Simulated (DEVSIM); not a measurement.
Device: Cr/Si3N4/p-In0.53Ga0.47As capacitor, at 300 K.

```csv
layer (left to right),material,thickness (nm),Na (cm⁻³)
1,Si3N4,2.60,-
2,In0.53Ga0.47As,500,6.5e17
```

Metal gate on the left, work function 4.5 eV. Fixed charge at the semiconductor interface 0 cm⁻² (in units of +e); no interface traps.

This is a model device: material constants are rounded textbook-type values typed into the input, and sizes, dopings and lifetimes were drawn at random. Values at 300 K.

```csv
parameter,Si3N4,In0.53Ga0.47As
gap (eV),5.1,0.74
affinity (eV),2.1,4.51
permittivity,7.5,13.9
Nc (cm⁻³),-,2.1e17
Nv (cm⁻³),-,7.7e18
```

Model (solved in DEVSIM): 1D Poisson equation in equilibrium, Boltzmann statistics, complete ionisation; no quantum confinement or tunnelling. Metal contacts follow the ideal Schottky-Mott rule: no Fermi-level pinning, no interface dipoles.

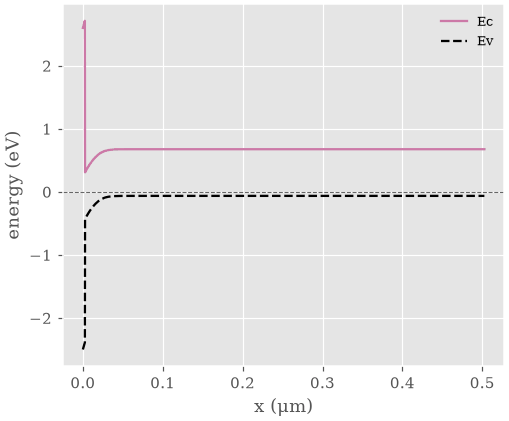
*Band edges at -0.2 V on the gate*

Energies count from the Fermi level of the right contact; mesh points crowd at the junctions.

| x (μm) | Ec (eV) | Ev (eV) | n (cm⁻³) | p (cm⁻³) | field (V/cm) |
|---|---|---|---|---|---|
| 0.000 | 2.600 | -2.500 | < 1e2 | < 1e2 | 450000 |
| 0.0006946 | 2.631 | -2.469 | < 1e2 | < 1e2 | 450000 |
| 0.001343 | 2.660 | -2.440 | < 1e2 | < 1e2 | 450000 |
| 0.002063 | 2.692 | -2.408 | < 1e2 | < 1e2 | 450000 |
| 0.002961 | 0.315 | -0.425 | 1.1e12 | 5.6e11 | 240000 |
| 0.004144 | 0.342 | -0.398 | 3.7e11 | 1.6e12 | 230000 |
| 0.006243 | 0.389 | -0.351 | 6.2e10 | 9.6e12 | 210000 |
| 0.01154 | 0.488 | -0.252 | 1.3e9 | 4.5e14 | 170000 |
| 0.01936 | 0.592 | -0.148 | 2.4e7 | 2.5e16 | 100000 |
| 0.03219 | 0.663 | -0.077 | 1500000 | 3.9e17 | 22000 |
| 0.05602 | 0.676 | -0.064 | 930000 | 6.5e17 | 350 |
| 0.1161 | 0.676 | -0.064 | 920000 | 6.5e17 | ≈ 0 |
| 0.2049 | 0.676 | -0.064 | 920000 | 6.5e17 | ≈ 0 |
| 0.3245 | 0.676 | -0.064 | 920000 | 6.5e17 | ≈ 0 |
| 0.4184 | 0.676 | -0.064 | 920000 | 6.5e17 | ≈ 0 |
| 0.4557 | 0.676 | -0.064 | 920000 | 6.5e17 | ≈ 0 |
| 0.4758 | 0.676 | -0.064 | 920000 | 6.5e17 | ≈ 0 |
| 0.4880 | 0.676 | -0.064 | 920000 | 6.5e17 | ≈ 0 |
| 0.4963 | 0.676 | -0.064 | 920000 | 6.5e17 | ≈ 0 |
| 0.4995 | 0.676 | -0.064 | 920000 | 6.5e17 | ≈ 0 |
| 0.5014 | 0.676 | -0.064 | 920000 | 6.5e17 | ≈ 0 |
| 0.5026 | 0.676 | -0.064 | 920000 | 6.5e17 | ≈ 0 |
